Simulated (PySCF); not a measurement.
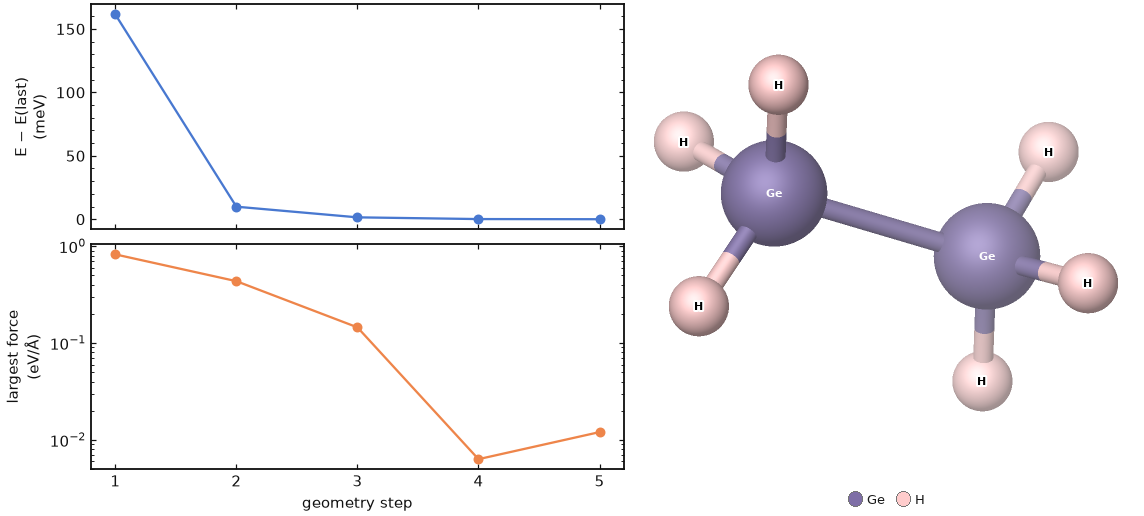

Beside the plot: the molecule at the start.

History of a geometry optimisation. The run: Ge2H6 (SMILES [GeH3][GeH3]), by PBE0-D3(BJ)/def2-SVP, geometry optimisation (PySCF 2.14.0, density fitting).

The optimisation met its thresholds at geometry 5, counting the start as the first. The energy fell by about 160 meV from the first step to the last. The largest force goes from about 0.82 eV/Å at the start to 0.012 eV/Å at the end.
